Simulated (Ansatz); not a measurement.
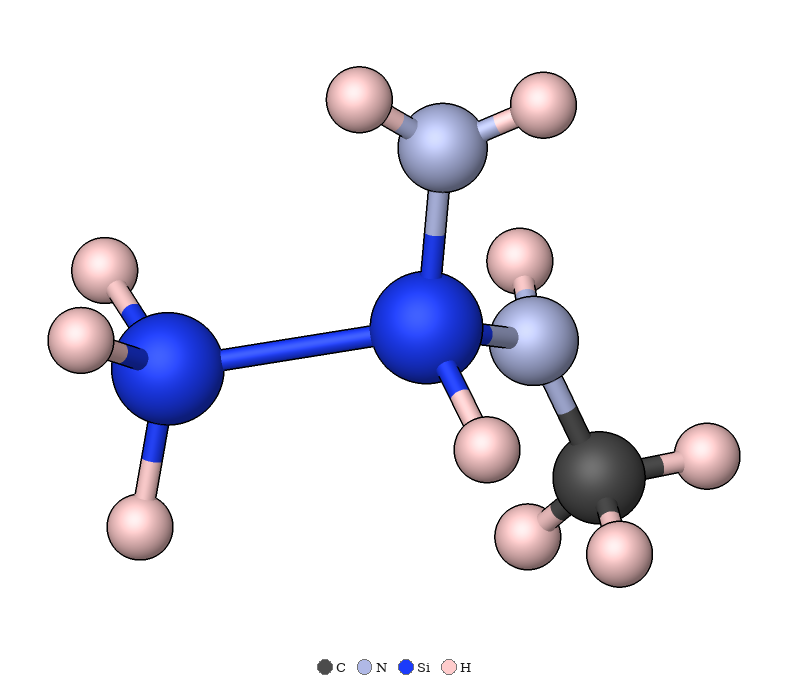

Simulated data, not a measurement (program: Ansatz).

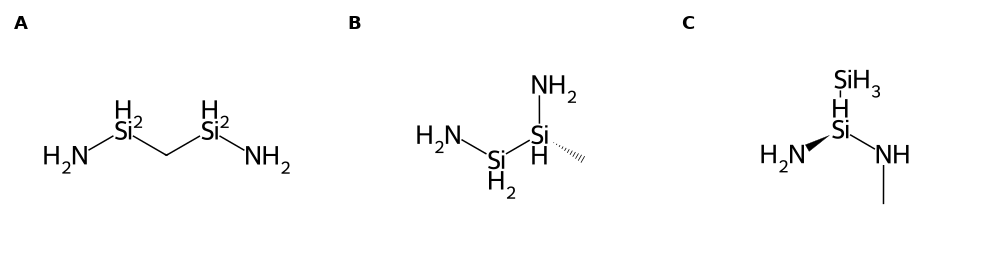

Question: The first picture shows one of the molecules drawn in the second. Which?

Answer: C, `CN[Si@@H](N)[SiH3]`.
